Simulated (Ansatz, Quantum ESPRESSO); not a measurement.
# BaOs3 (Pm-3m): zone-centre phonons, part 2 of 3

Aim: the zone-centre modes of BaOs3 (Pm-3m).

Quantum ESPRESSO 7.5; DFT LDA, scalar-relativistic, plane waves, JTH PAW pseudopotentials.

So far. Step 2 (A probe with smearing): No gap opens on this mesh, so smearing is kept; the start stands at -27 GPa. Step 4 (Self-consistent run for the response): The cell stands at -0.051 GPa, close enough for phonons. The relaxed cell has a = 4.121 Å (conventional setting).

The structure was built from a prototype and need not be the compound's stable phase.

**5. Linear response at Γ**

At q = 0 one unit cell holds all displacements; symmetry groups them into irreducible representations that are solved one by one. With smeared occupations no response to a homogeneous field can be asked.

ph.in reads:

```
phonons
&inputph
   prefix = 'x'
   outdir = './tmp'
   fildyn = 'g.dyn'
   tr2_ph = 1.0d-18
   alpha_mix(1) = 0.4
   nmix_ph = 8
/
0.000000000000 0.000000000000 0.000000000000
```

The run is started by

```bash
$ OMP_NUM_THREADS=1 mpirun -n 4 ph.x -nk 4 -in ph.in > ph.out
```

Log:

```text
[banners, grids, parts of the stress and lines that vanish by symmetry left out]
[banner, memory and clock lines left out]
Program PHONON v.7.5

     ./tmp/x.save/

     file Ba.upf: wavefunction(s)  5S 6S 5P 0P 5D 0D renormalized
     file Os.upf: wavefunction(s)  6S 0S 0P 0P 5D 0D renormalized

     IMPORTANT: XC functional enforced from input :
     Exchange-correlation= PW
                           (   1   4   0   0   0   0   0)
     Any further DFT definition will be discarded
     Please, verify this is what you really want

     G-vector sticks info

     negative rho (up, down):  4.312E-02 0.000E+00
     Reading collected, re-writing distributed wavefunctions in ./tmp/

     Number and degeneracy of irreps per q-point
       N         xq(1)         xq(2)         xq(3)   N irreps
       1   0.000000000   0.000000000   0.000000000       4
        3   3   3   3

     Calculation of q =    0.0000000   0.0000000   0.0000000

     phonons

     bravais-lattice index     =            1
     lattice parameter (alat)  =       7.7868  a.u.
     unit-cell volume          =     472.1418 (a.u.)^3
     number of atoms/cell      =            4
     number of atomic types    =            2
     kinetic-energy cut-off    =      40.0000  Ry
     charge density cut-off    =     200.0000  Ry
     convergence threshold     =      1.0E-18
     beta                      =       0.4000
     number of iterations used =            8
     Exchange-correlation= PW
                           (   1   4   0   0   0   0   0)

     celldm(1)=    7.78677  celldm(2)=    0.00000  celldm(3)=    0.00000
     celldm(4)=    0.00000  celldm(5)=    0.00000  celldm(6)=    0.00000

     crystal axes: (cart. coord. in units of alat)
               a(1) = (  1.0000  0.0000  0.0000 )
               a(2) = (  0.0000  1.0000  0.0000 )
               a(3) = (  0.0000  0.0000  1.0000 )

     reciprocal axes: (cart. coord. in units 2 pi/alat)
               b(1) = (  1.0000  0.0000  0.0000 )
               b(2) = (  0.0000  1.0000  0.0000 )
               b(3) = (  0.0000  0.0000  1.0000 )

     Atoms inside the unit cell:

     Cartesian axes

     site n.  atom      mass           positions (alat units)
        1  Ba    137.3270   tau(    1) = (    0.00000    0.00000    0.00000  )
        2  Os    190.2300   tau(    2) = (    0.00000    0.50000    0.50000  )
        3  Os    190.2300   tau(    3) = (    0.50000    0.00000    0.50000  )
        4  Os    190.2300   tau(    4) = (    0.50000    0.50000    0.00000  )

     Computing dynamical matrix for
                    q = (   0.0000000   0.0000000   0.0000000 )

     49 Sym.Ops. (with q -> -q+G )

     G cutoff =  307.1746  (  22647 G-vectors)     FFT grid: ( 36, 36, 36)
     G cutoff =  245.7396  (  16135 G-vectors)  smooth grid: ( 32, 32, 32)

     number of k points=    35  Marzari-Vanderbilt smearing, width (Ry)=  0.0200
                       cart. coord. in units 2pi/alat
        k(    1) = (   0.0000000   0.0000000   0.0000000), wk =   0.0039062
        k(    2) = (   0.0000000   0.0000000   0.1250000), wk =   0.0234375
        k(    3) = (   0.0000000   0.0000000   0.2500000), wk =   0.0234375
        [... further k-points left out ...]

     PseudoPot. # 1 for Ba read from file:
     ./pseudo/Ba.upf
     Pseudo is Projector augmented-wave + core cor, Zval = 10.0
     Shape of augmentation charge: SINC**2
     Using radial grid of 1099 points,  6 beta functions with:
                l(1) =   0
                l(2) =   0
                l(3) =   1
                l(4) =   1
                l(5) =   2
                l(6) =   2
     Q(r) pseudized with 0 coefficients

     PseudoPot. # 2 for Os read from file:
     ./pseudo/Os.upf
     Pseudo is Projector augmented-wave + core cor, Zval =  8.0
     Shape of augmentation charge: SINC**2
     Using radial grid of 1124 points,  6 beta functions with:
                l(1) =   0
                l(2) =   0
                l(3) =   1
                l(4) =   1
                l(5) =   2
                l(6) =   2
     Q(r) pseudized with 0 coefficients

     Mode symmetry, O_h (m-3m)  point group:

     Atomic displacements:
     There are    4 irreducible representations

     Representation     1      3 modes -  To be done

     Representation     2      3 modes -  To be done

     Representation     3      3 modes -  To be done

     Representation     4      3 modes -  To be done

     Alpha used in Ewald sum =   1.9000

     negative rho (up, down):  4.312E-02 0.000E+00

     Representation #   1 modes #   1   2   3

     Self-consistent Calculation
      iter #   1   av.it.:   7.3
      thresh= 1.000E-02 alpha_mix =  0.400 |ddv_scf|^2 =  1.860E-06
      iter #   2   av.it.:  15.1
      thresh= 1.364E-04 alpha_mix =  0.400 |ddv_scf|^2 =  5.832E-08
      iter #   3   av.it.:  15.1
      thresh= 2.415E-05 alpha_mix =  0.400 |ddv_scf|^2 =  4.160E-10
      iter #   4   av.it.:  15.7
      thresh= 2.040E-06 alpha_mix =  0.400 |ddv_scf|^2 =  1.336E-11
      iter #   5   av.it.:  15.1
      thresh= 3.655E-07 alpha_mix =  0.400 |ddv_scf|^2 =  9.166E-13
      iter #   6   av.it.:  14.5
      thresh= 9.574E-08 alpha_mix =  0.400 |ddv_scf|^2 =  1.027E-13
      iter #   7   av.it.:  14.9
      thresh= 3.205E-08 alpha_mix =  0.400 |ddv_scf|^2 =  9.835E-16
      iter #   8   av.it.:  16.8
      thresh= 3.136E-09 alpha_mix =  0.400 |ddv_scf|^2 =  3.211E-18
      iter #   9   av.it.:  15.9
      thresh= 1.792E-10 alpha_mix =  0.400 |ddv_scf|^2 =  8.111E-19

     End of self-consistent calculation

     Convergence has been achieved

     Representation #   2 modes #   4   5   6

     Self-consistent Calculation
      iter #   1   av.it.:   6.4
      thresh= 1.000E-02 alpha_mix =  0.400 |ddv_scf|^2 =  5.075E-07
      iter #   2   av.it.:  14.7
      thresh= 7.124E-05 alpha_mix =  0.400 |ddv_scf|^2 =  2.090E-08
      iter #   3   av.it.:  14.8
      thresh= 1.446E-05 alpha_mix =  0.400 |ddv_scf|^2 =  1.513E-09
      iter #   4   av.it.:  15.1
      thresh= 3.890E-06 alpha_mix =  0.400 |ddv_scf|^2 =  2.772E-11
      iter #   5   av.it.:  15.4
      thresh= 5.265E-07 alpha_mix =  0.400 |ddv_scf|^2 =  9.654E-13
[...]
End of self-consistent calculation

     Convergence has been achieved

     Representation #   3 modes #   7   8   9

     Self-consistent Calculation
[...]
End of self-consistent calculation

     Convergence has been achieved

     Representation #   4 modes #  10  11  12

     Self-consistent Calculation
[...]
iter #   2   av.it.:  15.3
      thresh= 3.896E-05 alpha_mix =  0.400 |ddv_scf|^2 =  1.104E-08
      iter #   3   av.it.:  16.3
      thresh= 1.051E-05 alpha_mix =  0.400 |ddv_scf|^2 =  3.040E-11
      iter #   4   av.it.:  15.5
      thresh= 5.513E-07 alpha_mix =  0.400 |ddv_scf|^2 =  3.546E-13
      iter #   5   av.it.:  13.2
      thresh= 5.955E-08 alpha_mix =  0.400 |ddv_scf|^2 =  4.165E-14
      iter #   6   av.it.:  16.6
      thresh= 2.041E-08 alpha_mix =  0.400 |ddv_scf|^2 =  5.737E-17
      iter #   7   av.it.:  16.0
      thresh= 7.575E-10 alpha_mix =  0.400 |ddv_scf|^2 =  9.732E-18
      iter #   8   av.it.:  15.9
      thresh= 3.120E-10 alpha_mix =  0.400 |ddv_scf|^2 =  4.073E-20

     End of self-consistent calculation

     Convergence has been achieved

     Number of q in the star =    1
     List of q in the star:
          1   0.000000000   0.000000000   0.000000000

     Diagonalizing the dynamical matrix

     q = (    0.000000000   0.000000000   0.000000000 )

 **************************************************************************
     freq (    1) =      -3.193613 [THz] =    -106.527464 [cm-1]
     freq (    2) =      -3.193613 [THz] =    -106.527464 [cm-1]
     freq (    3) =      -3.193613 [THz] =    -106.527464 [cm-1]
     freq (    4) =      -0.847326 [THz] =     -28.263755 [cm-1]
     freq (    5) =      -0.847326 [THz] =     -28.263755 [cm-1]
     freq (    6) =      -0.847326 [THz] =     -28.263755 [cm-1]
     freq (    7) =       0.013824 [THz] =       0.461133 [cm-1]
     freq (    8) =       0.013824 [THz] =       0.461133 [cm-1]
     freq (    9) =       0.013824 [THz] =       0.461133 [cm-1]
     freq (   10) =       4.589863 [THz] =     153.101360 [cm-1]
     freq (   11) =       4.589863 [THz] =     153.101360 [cm-1]
     freq (   12) =       4.589863 [THz] =     153.101360 [cm-1]
 **************************************************************************

     Mode symmetry, O_h (m-3m)  point group:

     freq (   1-   3) =       -106.5  [cm-1]   --> T_1u G_15  G_4- I
     freq (   4-   6) =        -28.3  [cm-1]   --> T_2u G_25  G_5-
     freq (   7-   9) =          0.5  [cm-1]   --> T_1u G_15  G_4- I
     freq (  10-  12) =        153.1  [cm-1]   --> T_1u G_15  G_4- I
```

Elapsed: 5.3 min, on 4 MPI ranks of Arm Neoverse V1, shared host.

Read from the output:

| Item | Value |
| --- | --- |
| largest acoustic frequency at the zone centre before the sum rule | 0.46 cm⁻¹ |
| highest optical zone-centre mode (no LO-TO term) | 153.1 cm⁻¹ |
| lowest optical zone-centre mode | -106.5 cm⁻¹ |

The acoustic modes at Γ come out as far as 0.5 cm⁻¹ from zero, where they should vanish, a small numerical error. The lowest optical mode is imaginary, 107i cm⁻¹, an instability at this level and on this k mesh.

**6. Modes with the sum rule**

A rigid shift of the crystal must cost nothing, but grids and finite bases break this; the acoustic sum rule is imposed before the matrix is diagonalised again.

dynmat.in reads:

```
&input
   fildyn = 'g.dyn'
   asr = 'simple'
   fileig = 'dynmat.eig'
/
```

The run is started by

```bash
$ dynmat.x -in dynmat.in > dynmat.out
```

Log:

```text
[banner, memory and clock lines left out]
Program DYNMAT v.7.5

     Reading Dynamical Matrix from file g.dyn
     ...Force constants read
     ...epsilon and Z* not read (not found on file)
     A direction for q was not specified:TO-LO splitting will be absent

     Polarizability (A^3 units)
     multiply by 1.000000 for Clausius-Mossotti correction
         0.000000    0.000000    0.000000
         0.000000    0.000000    0.000000
         0.000000    0.000000    0.000000

     IR activities are in (D/A)^2/amu units

# mode   [cm-1]    [THz]      IR
    1   -106.53   -3.1936    0.0000
    2   -106.53   -3.1936    0.0000
    3   -106.53   -3.1936    0.0000
    4    -28.27   -0.8474    0.0000
    5    -28.27   -0.8474    0.0000
    6    -28.27   -0.8474    0.0000
    7     -0.00   -0.0000    0.0000
    8     -0.00   -0.0000    0.0000
    9      0.00    0.0000    0.0000
   10    153.10    4.5898    0.0000
   11    153.10    4.5898    0.0000
   12    153.10    4.5898    0.0000

[end of the log left out, with the tail of the file of modes that dynmat.x writes under the same name]
```

It took 0.46 s on 1 thread.

Unit eigenvectors of the mass-weighted matrix after the sum rule; no LO-TO term. The modes at Γ (shares of kinetic energy by element, %) (negative means imaginary):

```csv
mode,frequency (cm⁻¹),Ba %,Os %
1,-106.5,12,88
2,-106.5,12,88
3,-106.5,12,88
4,-28.3,0,100
5,-28.3,0,100
6,-28.3,0,100
7,0.0,19,81
8,0.0,19,81
9,0.0,19,81
10,153.1,69,31
11,153.1,69,31
12,153.1,69,31
```

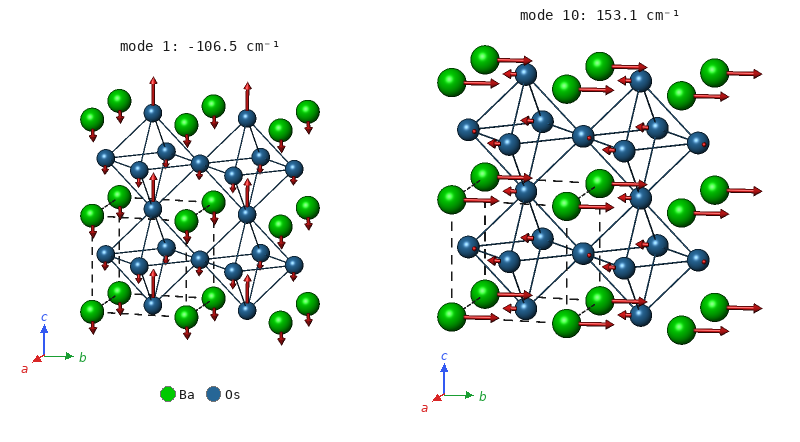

Displacement patterns of modes 1 and 10 at Γ; arrows are exaggerated. 1×2×2 cells are drawn. Some periodic images of atoms are drawn too.

The rule moves no optical mode by more than 0.1 cm⁻¹.

**7. Sum rules set otherwise: a sum rule for molecules or wires on a crystal**

This rule also removes rotations, which suits molecules and not a crystal; it is tried to see the harm.

dynmat.in reads:

```
&input
   fildyn = 'g.dyn'
   asr = 'zero-dim'
   fileig = 'dynmat.eig'
/
```

The run is started by

```bash
$ dynmat.x -in dynmat.in > dynmat.out
```

Log:

```text
[banner, memory and clock lines left out]
Program DYNMAT v.7.5

     Reading Dynamical Matrix from file g.dyn
     ...Force constants read
     ...epsilon and Z* not read (not found on file)
     Acoustic Sum Rule: || Z*(ASR) - Z*(orig)|| =    0.000000E+00
     Acoustic Sum Rule: ||dyn(ASR) - dyn(orig)||=    3.354807E-01
     A direction for q was not specified:TO-LO splitting will be absent

     Polarizability (A^3 units)
     multiply by 1.000000 for Clausius-Mossotti correction
         0.000000    0.000000    0.000000
         0.000000    0.000000    0.000000
         0.000000    0.000000    0.000000

     IR activities are in (D/A)^2/amu units

# mode   [cm-1]    [THz]      IR
    1   -106.53   -3.1936    0.0000
    2    -65.24   -1.9557    0.0000
    3    -65.24   -1.9557    0.0000
    4     -0.00   -0.0000    0.0000
    5     -0.00   -0.0000    0.0000
    6     -0.00   -0.0000    0.0000
    7      0.00    0.0000    0.0000
    8      0.00    0.0000    0.0000
    9      0.00    0.0000    0.0000
   10    124.94    3.7456    0.0000
   11    124.94    3.7456    0.0000
   12    153.10    4.5899    0.0000

[end of the log left out, with the tail of the file of modes that dynmat.x writes under the same name]
```

It took 0.46 s on 1 thread.

The program raised no error, yet the settings are not those of a careful run.

The fault: a sum rule for molecules or wires on a crystal; 3 optical modes are projected out to zero frequency, as if they were rotations.

For a crystal the rule has to be 'simple' or 'crystal'.

Zone-centre frequencies as printed; negative means imaginary. Modes:

```csv
mode,frequency (cm⁻¹)
1,-106.5
2,-65.24
3,-65.24
4,0
5,0
6,0
7,0
8,0
9,0
10,124.9
11,124.9
12,153.1
```

**8. Sum rules set otherwise (asr no)**

Without the rule the raw error of the acoustic modes shows.

dynmat.in reads:

```
&input
   fildyn = 'g.dyn'
   asr = 'no'
   fileig = 'dynmat.eig'
/
```

The run is started by

```bash
$ dynmat.x -in dynmat.in > dynmat.out
```

Log:

```text
[banner, memory and clock lines left out]
Program DYNMAT v.7.5

     Reading Dynamical Matrix from file g.dyn
     ...Force constants read
     ...epsilon and Z* not read (not found on file)
     A direction for q was not specified:TO-LO splitting will be absent

     Polarizability (A^3 units)
     multiply by 1.000000 for Clausius-Mossotti correction
         0.000000    0.000000    0.000000
         0.000000    0.000000    0.000000
         0.000000    0.000000    0.000000

     IR activities are in (D/A)^2/amu units

# mode   [cm-1]    [THz]      IR
    1   -106.53   -3.1936    0.0000
    2   -106.53   -3.1936    0.0000
    3   -106.53   -3.1936    0.0000
    4    -28.26   -0.8473    0.0000
    5    -28.26   -0.8473    0.0000
    6    -28.26   -0.8473    0.0000
    7      0.46    0.0138    0.0000
    8      0.46    0.0138    0.0000
    9      0.46    0.0138    0.0000
   10    153.10    4.5899    0.0000
   11    153.10    4.5899    0.0000
   12    153.10    4.5899    0.0000

[end of the log left out, with the tail of the file of modes that dynmat.x writes under the same name]
```

Wall time 0.46 s (1 thread).

Zone-centre frequencies as printed; negative means imaginary. Modes:

```csv
mode,frequency (cm⁻¹)
1,-106.5
2,-106.5
3,-106.5
4,-28.26
5,-28.26
6,-28.26
7,0.46
8,0.46
9,0.46
10,153.1
11,153.1
12,153.1
```

Against the first rule no mode moves by more than 0.5 cm⁻¹.

(Continued in part 3 of 3.)

[Host names and launcher messages were left out of these logs when they were recorded.]

[Logs are printed without paths, hosts, clocks, repeated set-up lines and the standing remarks that a program may print on its own settings, such as how far it seeks lower states.]

[Hosts, paths, dates, database ids (printed as entryN), source tags and the programs' standing remarks are cut or masked in the printed files.]
